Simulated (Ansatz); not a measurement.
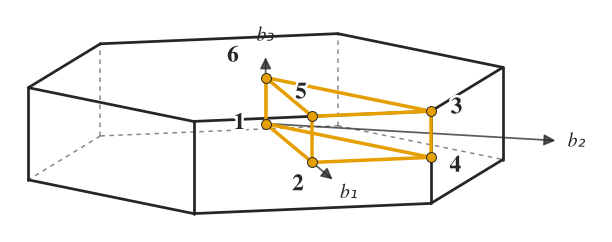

For MoS2, the input geometry of an electronic-structure calculation (not necessarily at equilibrium): the first Brillouin zone of a primitive hexagonal lattice (hP; extended symbol hP2) is drawn with its special points numbered. The drawing is computed from the coordinates (standard cell, symmetry found to 0.002 Å).

a = 3.169 Å, b = 3.169 Å, c = 12.324 Å, α = 90.00°, β = 90.00°, γ = 120.00°.

Labels and path follow the convention of Hinuma et al. (2017), as computed by seekpath; the arrows show the directions of the reciprocal primitive vectors b₁, b₂, b₃, in which coordinates are given.

**Which special point is each number?**

```
no.  label      coordinates
  1      Γ        (0, 0, 0)
  2      M      (1/2, 0, 0)
  3      H  (1/3, 1/3, 1/2)
  4      K    (1/3, 1/3, 0)
  5      L    (1/2, 0, 1/2)
  6      A      (0, 0, 1/2)
```
